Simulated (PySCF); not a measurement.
AsBH6OSi

```xyz
10

Si   -1.7952    0.2315   -0.0336
O    -0.5039   -0.6515   -0.4322
B     0.7767   -0.9336   -0.4346
As    2.1818    0.2171    0.4904
H    -2.6085   -0.6884    0.7600
H    -2.3706    0.5979   -1.3262
H    -1.4265    1.4209    0.7459
H     1.1099   -1.9367   -0.9716
H     1.5708    1.5190    0.0460
H     3.0743    0.2287   -0.7194
```

Geometry: GFN2-xTB.

Method: CAM-B3LYP/def2-SVPD, SCF density, gas phase (PySCF 2.14.0).

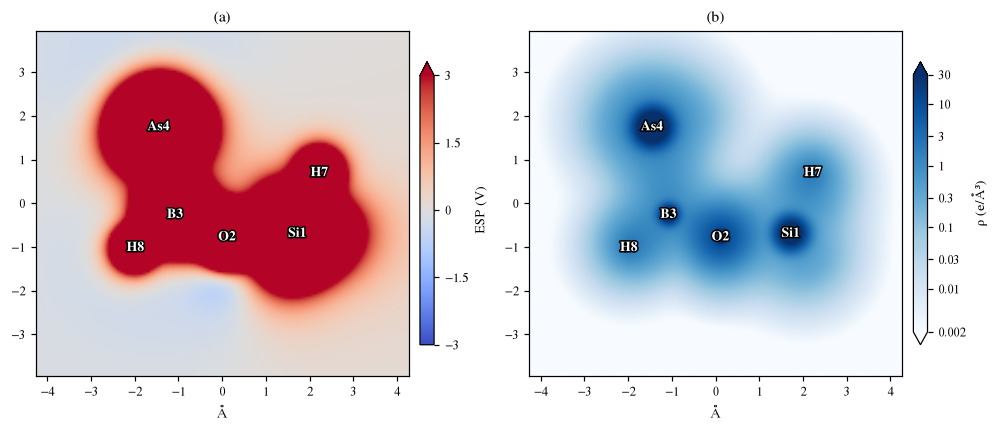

Figure 1. (a) electrostatic potential; (b) electron density on the plane of atoms As4, B3 and H8.

What do the fields say about this system?

Atoms in the plane: Si, O, B, As and H.
B–O (1.31 Å): ρ at the midpoint is about 2.3 e/Å³.
Si–O (1.61 Å): ρ at the midpoint is about 1.1 e/Å³.
B–As (2.04 Å): ρ is about 0.87 e/Å³ halfway.
B–H (1.19 Å): the density is about 1.3 e/Å³ at the midpoint.
Si–H (1.47 Å): ρ at the midpoint is about 0.8 e/Å³.
Outside the dense part of the molecule the potential is most negative (−0.6 V) near O2.

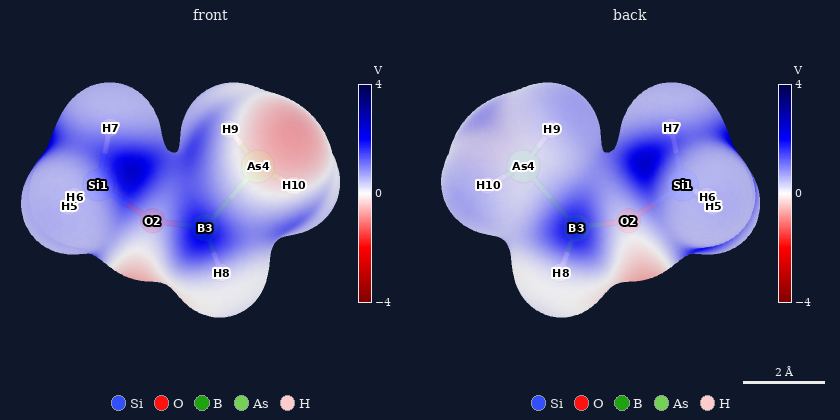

Figure 2. The molecular electrostatic potential painted on the density surface at 0.004 e/bohr³, seen from the front and from behind; red is negative and blue positive.

Where is the surface potential most negative and most positive?

The most negative region (about −0.7 V) lies over As4, the most positive (about +2.9 V) over Si1.
